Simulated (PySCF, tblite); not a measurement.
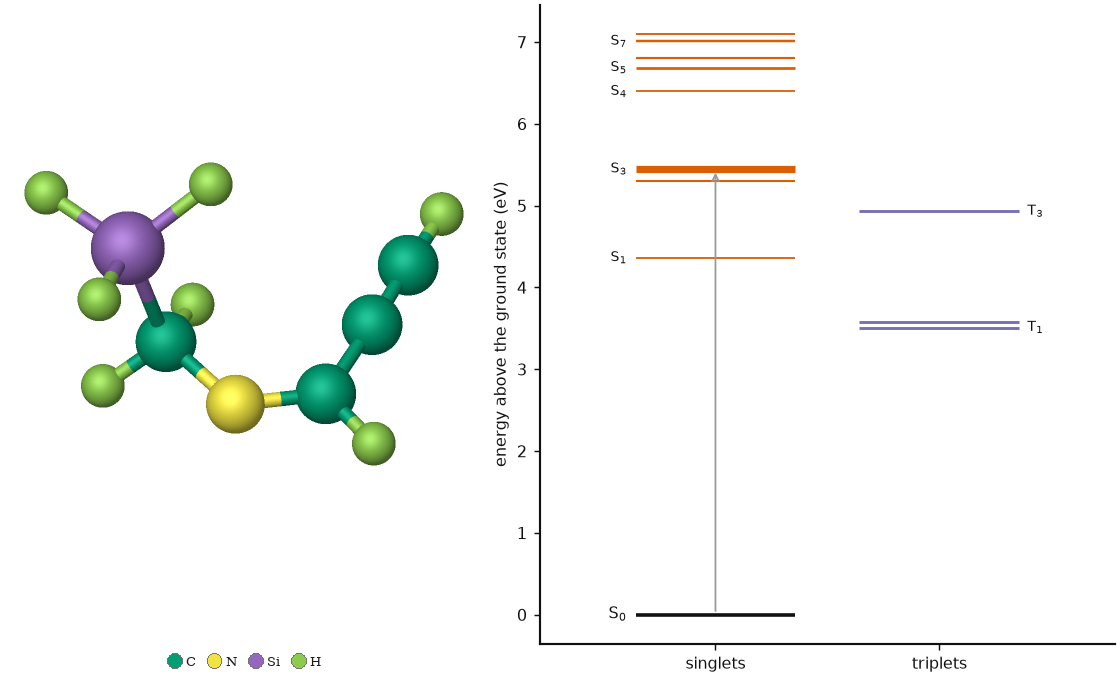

State diagram of C₄H₇NSi, SMILES C#C/C=N\C[SiH3]. Vertical TDDFT excitations, PBE0/def2-SVPD, PySCF, at a GFN2-xTB geometry (a minimum by its frequencies), gas phase. Triplets in the Tamm-Dancoff approximation; only the lowest 8 singlets and 3 triplets were computed. Thicker singlet lines are brighter; the arrow marks the brightest.

**What character does the calculation give T1?**

Mainly HOMO → LUMO (92 %).

**What are the energy, strength and character of the state that the arrow marks?**

S3 at 5.45 eV (228 nm), f = 0.290, mainly HOMO → LUMO (72 %).

**How many of the triplet levels drawn lie below S1?**

2 of 3 (T1 3.51 eV, T2 3.58 eV, T3 4.93 eV; S1 4.36 eV).

Caveats: the tight-binding geometry is rougher than a DFT one and adds to the error; one conformer of a flexible molecule; core orbitals are frozen in the response.
